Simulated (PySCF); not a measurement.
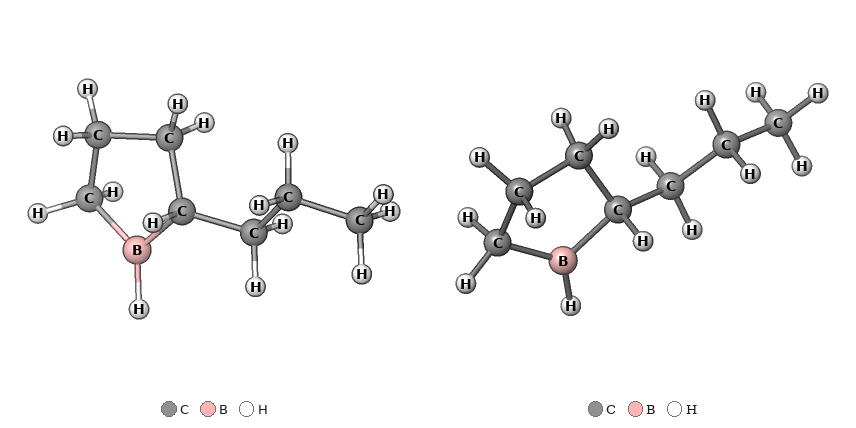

Both panels show the same species.

The computed structure is the end point of a PBE0-D3(BJ)/def2-SVP optimisation. No frequency run is at hand to confirm it as a minimum.

Description:

The molecule is C7H15B. SMILES: `CCC[C@@H]1BCCC1`. Independent rings (smallest set): 1 of 5 members. Among its groups: B–H bond. The point group is C1. Coordination: 7 C tetrahedral; 1 B trigonal planar.

The parts below concern this one geometry. Atoms keep their numbers from picture to picture.

**Geometry**

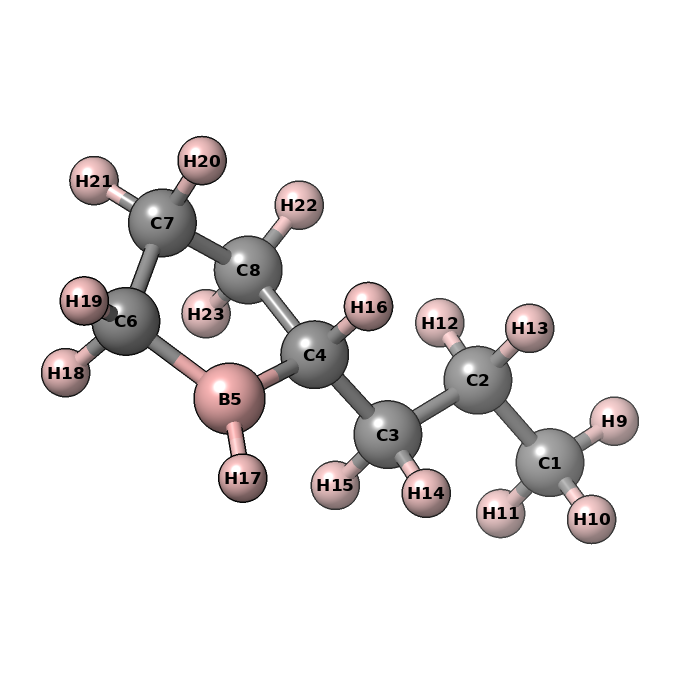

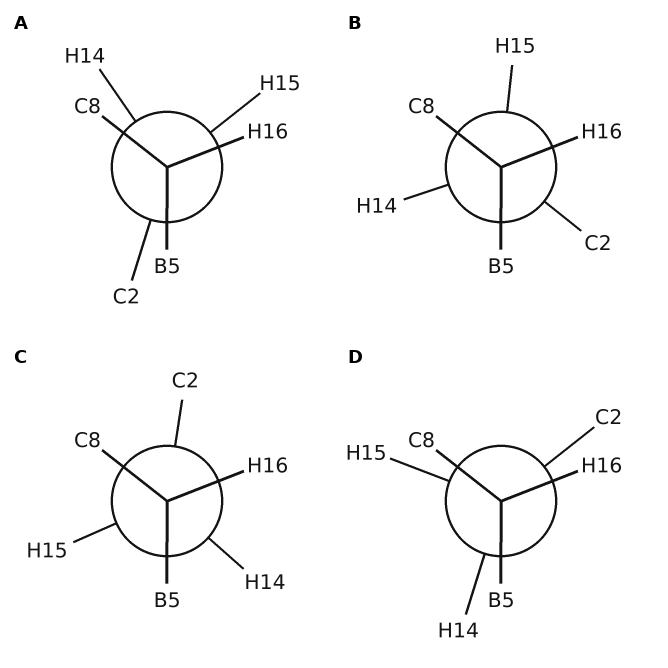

Distant atoms are faded towards the background colour. Bonds that would overlap in a projection are set slightly apart. No frequency run is at hand to confirm it as a minimum.

Question: Which Newman projection shows the view along C4–C3, with C4 in front?

Answer: C. The torsion angle C8–C4–C3–C2 is 60°, synclinal (gauche).

**Excitation**

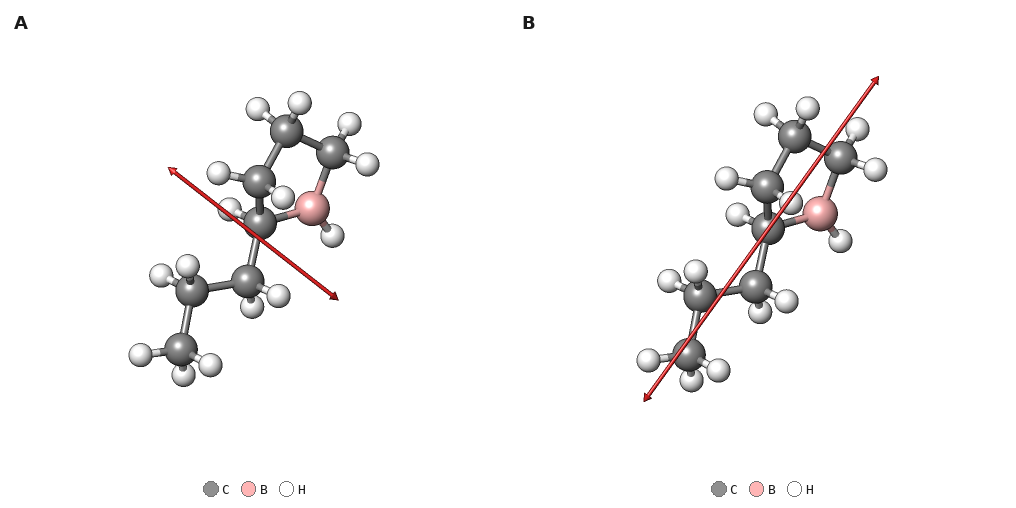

The double arrows show the directions of two transition dipoles from the ground state (lengths mean nothing). No frequency run is at hand to confirm it as a minimum. Level of theory: TDDFT ωB97X-D/def2-SVPD, vertical, gas phase, core orbitals frozen in the response (PySCF 2.14.0).

Question: One belongs to singlet state 4 and one to singlet state 9. Which is which?

Answer: A: state 9, 8.69 eV (143 nm), oscillator strength 0.029, of mixed character, with the largest part HOMO → LUMO+4 (weight 0.47).
B: state 4, 7.58 eV (164 nm), oscillator strength 0.042, mainly HOMO−3 → LUMO (weight 0.80).

**NMR shielding**

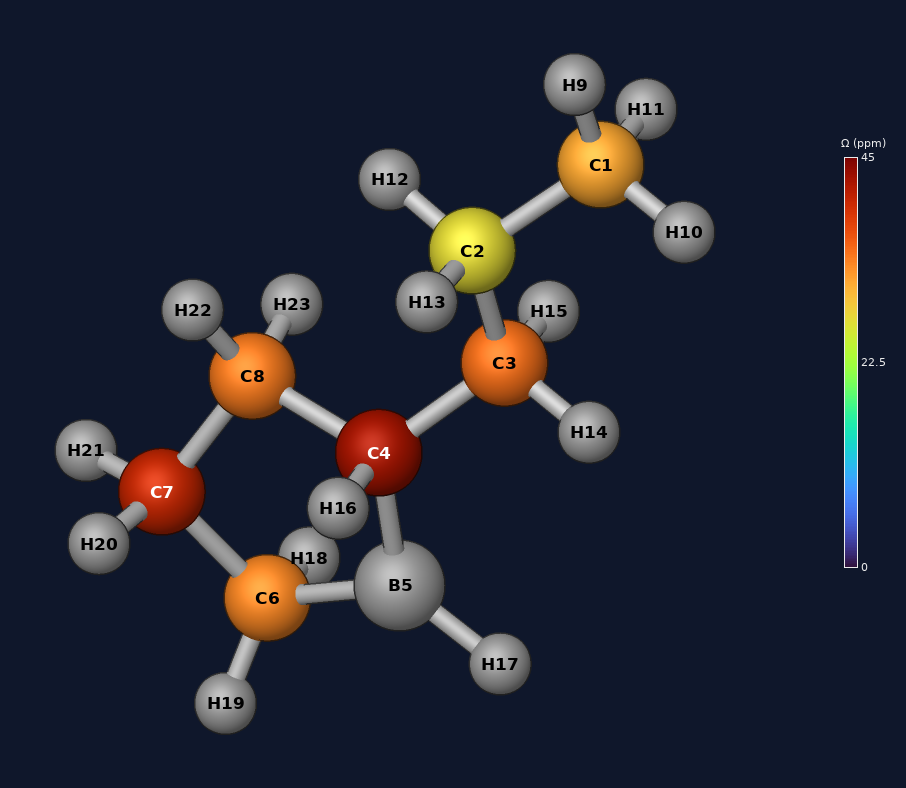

The C atoms are coloured by the span of their shielding tensor. No frequency run is at hand to confirm it as a minimum. Properties computed with GIAO KT2/pcSseg-1 NMR shielding, non-relativistic, gas phase (PySCF 2.14.0). Principal shieldings σ11 ≤ σ22 ≤ σ33, span Ω = σ33 − σ11, skew κ = 3(σiso − σ22)/Ω.

Give the shielding tensors of the C atoms.

```csv
atom,σ11,σ22,σ33,σiso,Ω,κ
C1,154.2,158.7,185.5,166.1,31.2,0.72
C2,138.8,155.4,166.0,153.4,27.2,−0.21
C3,128.9,144.7,163.5,145.7,34.6,0.09
C4,105.2,131.0,147.5,127.9,42.3,−0.22
C6,132.2,146.0,165.4,147.9,33.2,0.17
C7,130.6,158.6,170.8,153.3,40.2,−0.40
C8,129.2,152.8,163.2,148.4,33.9,−0.39
```

Shieldings and span in ppm.

**Core levels**

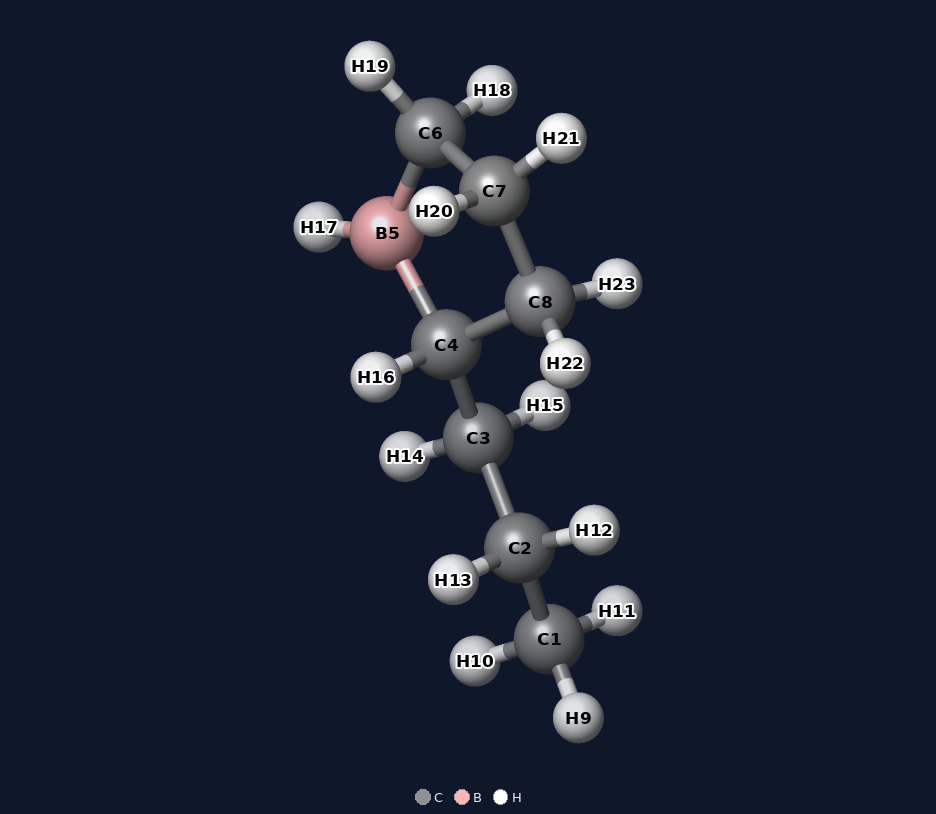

No frequency run is at hand to confirm it as a minimum. Properties computed with delta-SCF UKS SCAN, pcX-2 on the ionised atom, pcseg-1 elsewhere, spin-free X2C (PySCF 2.14.0).

Give the core-electron binding energies (to vacuum) of C1 1s, C2 1s, C3 1s, C4 1s, B5 1s, C6 1s, C7 1s, C8 1s.

```
atom  level  binding energy (eV)
  C1     1s                290.4
  C2     1s                290.3
  C3     1s                290.2
  C4     1s                289.7
  B5     1s                195.3
  C6     1s                289.9
  C7     1s                290.3
  C8     1s                290.2
```
